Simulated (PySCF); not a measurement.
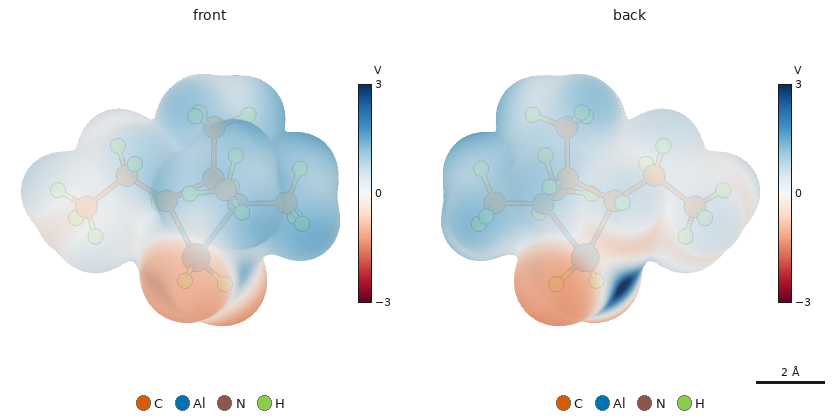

The picture shows: C$_{7}$H$_{18}$AlN. The molecular electrostatic potential painted on the density surface at 0.004 e/bohr³, seen from the front and from behind; the colour scale runs from red (negative) to blue (positive).

Geometry: GFN2-xTB.

These are results of PySCF 2.14.0, PBE0/pcSseg-1, SCF density, gas phase, non-relativistic, not measurements.

```yaml
atoms:
  - { symbol: C, position_ang: [3.1719, 0.6596, 0.0409] }
  - { symbol: C, position_ang: [1.8863, 0.3743, 0.8083] }
  - { symbol: C, position_ang: [1.0421, -0.6436, 0.0287] }
  - { symbol: Al, position_ang: [0.3159, -0.4003, -1.8602] }
  - { symbol: N, position_ang: [-1.2515, -0.0951, -0.5313] }
  - { symbol: C, position_ang: [-2.5938, -0.6389, -0.6612] }
  - { symbol: C, position_ang: [-1.3022, 1.3405, -0.3191] }
  - { symbol: C, position_ang: [-0.4322, -0.8188, 0.4825] }
  - { symbol: C, position_ang: [-0.7479, -0.4799, 1.9333] }
  - { symbol: H, position_ang: [3.7800, 1.4050, 0.5499] }
  - { symbol: H, position_ang: [2.9216, 1.0255, -0.9567] }
  - { symbol: H, position_ang: [3.7590, -0.2497, -0.0693] }
  - { symbol: H, position_ang: [2.1359, -0.0040, 1.8060] }
  - { symbol: H, position_ang: [1.3513, 1.3163, 0.9428] }
  - { symbol: H, position_ang: [1.5321, -1.6170, 0.1936] }
  - { symbol: H, position_ang: [0.4185, 0.8917, -2.7206] }
  - { symbol: H, position_ang: [-0.1202, -1.7294, -2.5587] }
  - { symbol: H, position_ang: [-3.1183, -0.1194, -1.4625] }
  - { symbol: H, position_ang: [-2.5276, -1.6934, -0.9265] }
  - { symbol: H, position_ang: [-3.1736, -0.5349, 0.2622] }
  - { symbol: H, position_ang: [-1.8211, 1.8003, -1.1612] }
  - { symbol: H, position_ang: [-1.8168, 1.6121, 0.6066] }
  - { symbol: H, position_ang: [-0.2838, 1.7282, -0.3078] }
  - { symbol: H, position_ang: [-0.6863, -1.8734, 0.3215] }
  - { symbol: H, position_ang: [-0.1828, -1.1496, 2.5773] }
  - { symbol: H, position_ang: [-1.8062, -0.6199, 2.1518] }
  - { symbol: H, position_ang: [-0.4701, 0.5401, 2.1828] }
```

Q: Describe the electrostatic potential map.

A: The most negative region (about −1.3 V) lies over H17, the most positive (about +2.5 V) over Al4.
